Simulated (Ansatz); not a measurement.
```
Ga Ge Se
1.0
     3.92147    0.00000    0.00000
    -1.96073    3.39609    0.00000
     0.00000    0.00000   13.68547
Ga Ge Se
2 2 3
Direct
  0.33333 0.66667 0.40028
  0.00000 0.00000 0.11282
  0.00000 0.00000 0.73587
  0.33333 0.66667 0.79200
  0.66667 0.33333 0.48072
  0.33333 0.66667 0.22653
  0.66667 0.33333 0.02179
```

Space group P3m1; a generated structure, not necessarily the stable one.

The calculation used DFT PBE, scalar-relativistic, plane waves, PAW in Ansatz.

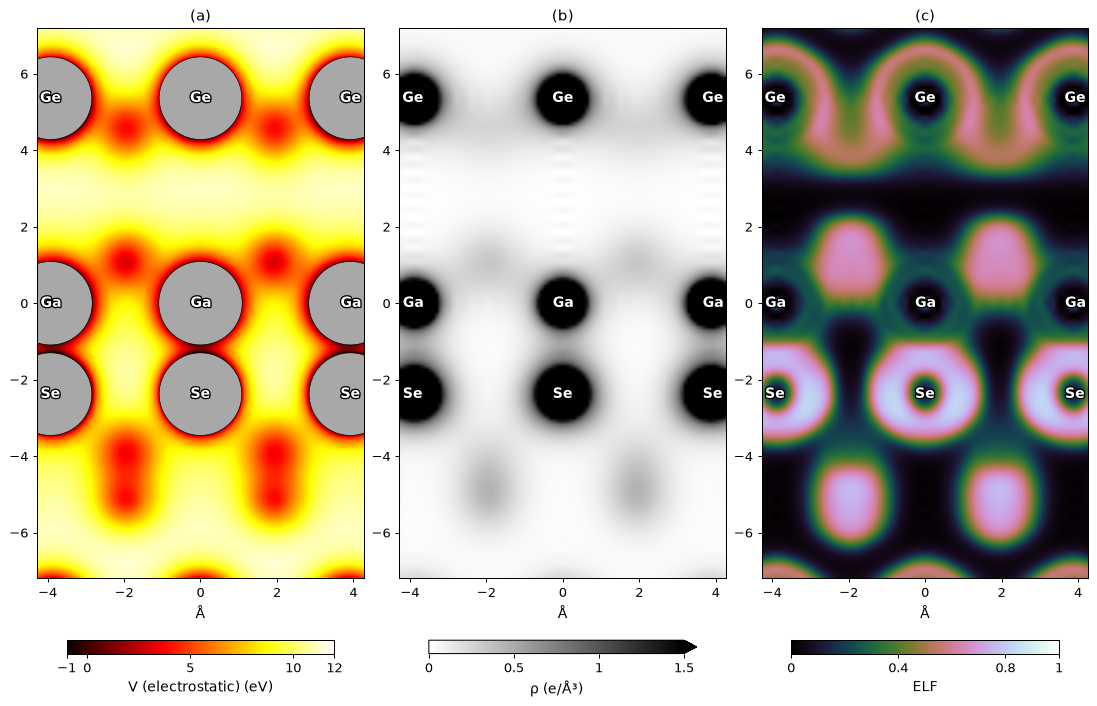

Ga2Ge2Se3. (a) electrostatic potential (local pseudopotential plus Hartree) felt by an electron; (b) valence electron density; (c) electron localisation function on the (100) plane of the conventional cell. Grey discs cover the atomic cores in the potential map.

The density is the valence pseudo-density of a PAW calculation; it isn't the true density close to the nuclei.

Q: Describe what can be read from this map.

A:
- The plane passes through Ga, Ge and Se nuclei.
- Ga–Se (2.38 Å): the density is about 0.56 e/Å³ at the midpoint; the ELF is about 0.70 at the midpoint.
- The density dies away to nearly zero in the voids.
- Outside the cores the potential energy rises away from the atoms and is highest about 2.0 Å from the nearest atoms; its zero is arbitrary.
